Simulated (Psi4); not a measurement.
**PBE0/6-31G(d) (spherical functions) run of BPH3F3 (SMILES [BH3-][P+](F)(F)F)**

What is the energy change on altering one bond length of BPH3F3 at PBE0/6-31G* (spherical functions)? 

Program for the calculation: Psi4 1.11.

1 further run of the same task is left out (set aside as unsound or not needed).

**1. Starting point**

The species is BPH3F3 (8 atoms), meant as a singlet with charge 0. As SMILES, `[BH3-][P+](F)(F)F`. The coordinates come from a PBE0-D4/def2-TZVP relaxation.

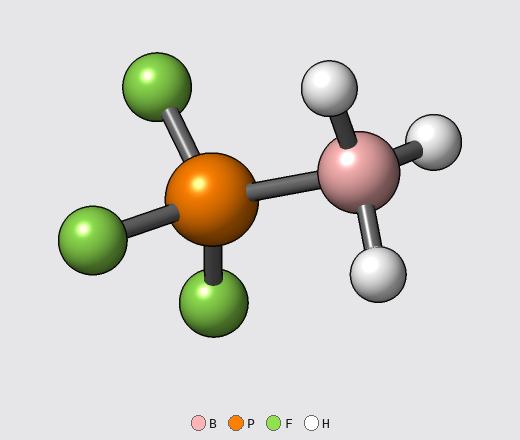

The structure, seen from a chosen angle (boron pink, phosphorus orange, fluorine green, hydrogen white).

**2. A single-point energy at PBE0/6-31G(d) (spherical functions)**

The input, calc.in:

```
memory 2.2 GB

molecule molecule1 {
  B     -0.079940     0.958130     0.502960
  P      0.055250    -0.662160    -0.347680
  F      0.301370    -1.910790     0.523410
  F     -1.155920    -1.141880    -1.173150
  F      1.178770    -0.833130    -1.390240
  H     -1.022770     0.798330     1.239980
  H     -0.266070     1.727350    -0.408780
  H      0.989320     1.064150     1.053500
  symmetry c1
  no_reorient
  no_com
}

set basis 6-31G*
set reference rks
set puream true
set e_convergence 1e-09
set d_convergence 1e-08
set scf_type pk
set dft_radial_points 99
set dft_spherical_points 590

energy('pbe0')
```

Launch:

```sh
$ psi4 calc.in calc.out -n 1
```

calc.out, shortened:

```text
[...]
  Running in c1 symmetry.
[...]
  Nuclear repulsion =  269.858079594122273
[...]
  Multiplicity = 1
[...]
  Nalpha       = 25
  Nbeta        = 25
[...]
    Number of basis functions: 80
[...]
   @RKS iter   1:  -666.97652956645982   -7.09899e-02   7.01582e-03 ADIIS/DIIS
[...]
   @RKS iter  10:  -667.13451824236051   -1.13687e-13   2.25338e-09 DIIS
[...]
    Orbital Energies [Eh]
    ---------------------
    Doubly Occupied:
       1A    -77.440399     2A    -24.858642     3A    -24.858601
       4A    -24.858600     5A     -6.813610     6A     -6.733430
       7A     -4.951736     8A     -4.951736     9A     -4.944711
      10A     -1.359073    11A     -1.303905    12A     -1.303904
      13A     -0.743993    14A     -0.622721    15A     -0.620281
      16A     -0.620280    17A     -0.541615    18A     -0.541614
      19A     -0.527553    20A     -0.503380    21A     -0.503380
      22A     -0.486191    23A     -0.362611    24A     -0.350939
      25A     -0.350937
[...]
  @RKS Final Energy:  -667.13451824236051
   => Energetics <=
    Nuclear Repulsion Energy =            269.8580795941222732
    One-Electron Energy =               -1459.6598488283002553
    Two-Electron Energy =                 567.7287543288857705
    DFT Exchange-Correlation Energy =     -45.0615033370683022
    Empirical Dispersion Energy =           0.0000000000000000
    VV10 Nonlocal Energy =                  0.0000000000000000
    Total Energy =                       -667.1345182423605138
[...]
 Multipole Moments:
 ------------------------------------------------------------------------------------
     Multipole            Electronic (a.u.)      Nuclear  (a.u.)        Total (a.u.)
 ------------------------------------------------------------------------------------
 L = 1.  Multiply by 2.5417464519 to convert [e a0] to [Debye]
 Dipole X            :         -5.7041074            5.7589593            0.0548519
 Dipole Y            :         68.3632360          -69.0205838           -0.6573478
 Dipole Z            :         35.8913134          -36.2364811           -0.3451677
 Magnitude           :                                                    0.7444834
[...]
```

Run time: 17 s. Hardware: 1 thread of Intel Xeon Platinum 8259CL at 2.50GHz (Skylake/Cascade Lake), shared host; peak memory 1.1 GiB.

**3. The distorted shape: energy and forces at PBE0/6-31G(d) (spherical functions)**

The input, bf3h3p.py:

```python
import psi4

psi4.set_memory('2200 MB')
psi4.set_num_threads(1)
psi4.core.set_output_file('run.log', False)

mol = psi4.geometry("""
B     -0.641672     1.043611     1.024214
P     -0.506482    -0.576679     0.173574
F     -0.260362    -1.825309     1.044664
F     -1.717652    -1.056399    -0.651896
F      1.178770    -0.833130    -1.390240
H     -1.584502     0.883811     1.761234
H     -0.827802     1.812831     0.112474
H      0.427588     1.149631     1.574754
units angstrom
symmetry c1
""")

psi4.set_options({
    'puream': True,
    'e_convergence': 1e-09,
    'd_convergence': 1e-08,
    'scf_type': 'pk',
    'dft_radial_points': 99,
    'dft_spherical_points': 590,
})

result, w = psi4.gradient("pbe0/6-31G*", molecule=mol, return_wfn=True)
psi4.oeprop(w, "MULLIKEN_CHARGES", "DIPOLE", "QUADRUPOLE", title="PBE0")
print('gradient / Eh bohr^-1')
print(result.np.round(6))
print(f'energy = {w.energy():.10f} Eh')
for k, v in sorted(psi4.core.scalar_variables().items()):
    print(f'{k:45s} {v:18.10f}')
```

Launch:

```sh
$ python bf3h3p.py
```

run.log, shortened:

```text
[...]
  Running in c1 symmetry.
[...]
  Nuclear repulsion =  244.571821390108283
[...]
  Multiplicity = 1
[...]
  Nalpha       = 25
  Nbeta        = 25
[...]
    Number of basis functions: 80
[...]
   @RKS iter   1:  -666.77090183753739   -3.44664e-01   8.54753e-03 ADIIS/DIIS
[...]
   @RKS iter  13:  -667.00842744099941   -1.13687e-12   3.18354e-09 DIIS
[...]
  @RKS Final Energy:  -667.00842744099941
   => Energetics <=
    Nuclear Repulsion Energy =            244.5718213901082834
    One-Electron Energy =               -1409.5369068799020624
    Two-Electron Energy =                 542.8833783926552314
    DFT Exchange-Correlation Energy =     -44.9267203438607581
    Empirical Dispersion Energy =           0.0000000000000000
    VV10 Nonlocal Energy =                  0.0000000000000000
    Total Energy =                       -667.0084274409994123
[...]
  -Total Gradient:
     Atom            X                  Y                   Z
    ------   -----------------  -----------------  -----------------
       1       -0.010153380811    -0.017206907333     0.000912023896
       2       -0.062135664946     0.003993510720     0.055185736080
       3       -0.006465571822     0.010896127143    -0.003438362058
       4        0.005848201595     0.004396176107     0.010898842162
       5        0.069235436817    -0.008610517321    -0.063374203585
       6        0.002586629849     0.007285746933     0.001084630638
       7       -0.000212320386    -0.000007684930    -0.001521896232
       8        0.001291061528    -0.000802340743     0.000232983485
[...]
  Mulliken Charges: (a.u.)
   Center  Symbol    Alpha    Beta     Spin     Total
       1     B     2.75281  2.75281  0.00000 -0.50562
       2     P     6.87968  6.87968  0.00000  1.24064
       3     F     4.63563  4.63563  0.00000 -0.27126
       4     F     4.63563  4.63563  0.00000 -0.27126
       5     F     4.69340  4.69340  0.00000 -0.38679
       6     H     0.46544  0.46544  0.00000  0.06912
       7     H     0.46870  0.46870  0.00000  0.06260
       8     H     0.46871  0.46871  0.00000  0.06257
   Total alpha = 25.00000, Total beta = 25.00000, Total charge = -0.00000
```

On the terminal:

```text
gradient / Eh bohr^-1
[[-1.0153e-02 -1.7207e-02  9.1200e-04]
 [-6.2136e-02  3.9940e-03  5.5186e-02]
 [-6.4660e-03  1.0896e-02 -3.4380e-03]
 [ 5.8480e-03  4.3960e-03  1.0899e-02]
 [ 6.9235e-02 -8.6110e-03 -6.3374e-02]
 [ 2.5870e-03  7.2860e-03  1.0850e-03]
 [-2.1200e-04 -8.0000e-06 -1.5220e-03]
 [ 1.2910e-03 -8.0200e-04  2.3300e-04]]
energy = -667.0084274410 Eh
CURRENT ENERGY                                   -667.0084274410
CURRENT REFERENCE ENERGY                         -667.0084274410
DD SOLVATION ENERGY                                 0.0000000000
DFT FUNCTIONAL TOTAL ENERGY                      -667.0084274410
DFT TOTAL ENERGY                                 -667.0084274410
DFT VV10 ENERGY                                     0.0000000000
DFT XC ENERGY                                     -44.9267203439
GRID ELECTRONS ALPHA                               24.9999983850
GRID ELECTRONS BETA                                24.9999983850
GRID ELECTRONS TOTAL                               49.9999967700
NUCLEAR REPULSION ENERGY                          244.5718213901
ONE-ELECTRON ENERGY                             -1409.5369068799
PCM POLARIZATION ENERGY                             0.0000000000
PE ENERGY                                           0.0000000000
SCF ITERATION ENERGY                             -667.0084274410
SCF ITERATIONS                                     13.0000000000
SCF TOTAL ENERGY                                 -667.0084274410
TWO-ELECTRON ENERGY                               542.8833783927
XC GRID RADIAL POINTS                              99.0000000000
XC GRID SPHERICAL POINTS                          590.0000000000
XC GRID TOTAL POINTS                           444740.0000000000
```

Run time: 26 s. Hardware: 1 thread of Intel Xeon Platinum 8259CL at 2.50GHz (Skylake/Cascade Lake), shared host; peak memory 1.1 GiB.

**4. Outcome**

Level: PBE0/6-31G* (spherical functions).

```
                                                         quantity          value
                                        first shape: total energy  -667.13452 Eh
                                       first shape: dipole moment         1.89 D
                                         first shape: HOMO energy       -9.55 eV
                                         first shape: LUMO energy        0.49 eV
                                       first shape: HOMO–LUMO gap       10.04 eV
                                    distorted shape: total energy  -667.00843 Eh
                                   distorted shape: dipole moment         2.84 D
                                     distorted shape: HOMO energy       -9.55 eV
                                     distorted shape: LUMO energy       -3.98 eV
                                   distorted shape: HOMO–LUMO gap        5.57 eV
                        distorted shape: largest force on an atom     4.847 eV/Å
energy change with the P2–F5 bond stretched from 1.542 to 2.313 Å       3.431 eV
```

In words: With the P2–F5 bond stretched from 1.542 to 2.313 Å the energy rises by 3.43 eV (79 kcal/mol). The first shape isn't relaxed at this level, so the change isn't measured from a minimum.
